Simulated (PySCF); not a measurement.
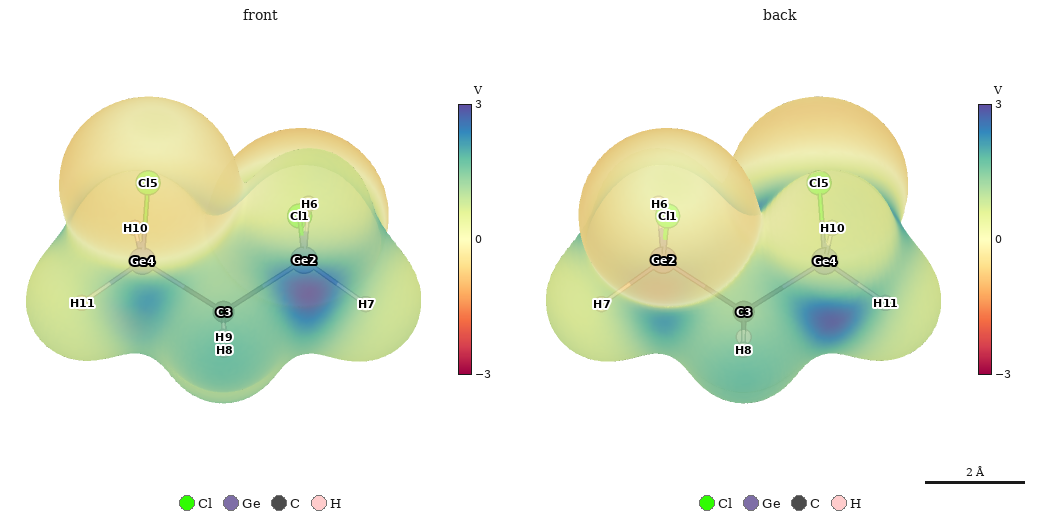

*CH6Cl2Ge2 (SMILES [Cl][GeH2][CH2][GeH2][Cl]). The electrostatic potential painted on the density surface at 0.004 e/bohr³, seen from the front and from behind; the colour scale runs from red (negative) to blue (positive).*

Geometry: PBE0-D3(BJ)/def2-SVP.

Method: PySCF, B3LYP/def2-SVPD, SCF density, gas phase.

```xyz
11

Cl    1.7678    3.1248   -0.1322
Ge    2.0960    1.2577    0.9266
C     0.6088    0.1091    0.4173
Ge   -1.1511    0.8056    0.8736
Cl   -1.1151    1.2100    3.0088
H     2.1270    1.5814    2.4236
H     3.4397    0.7016    0.4286
H     0.6529   -0.0409   -0.6737
H     0.7336   -0.8744    0.8987
H    -1.4700    2.1288    0.1699
H    -2.2470   -0.2483    0.6461
```

Q: Describe the electrostatic potential map.

A: The most negative region (about −0.7 V) lies over Cl1 and Cl5, the most positive (about +2.8 V) over Ge2 and Ge4.

Q: What dipole moment does the calculation give?

A: Its dipole moment is 2.96 D.
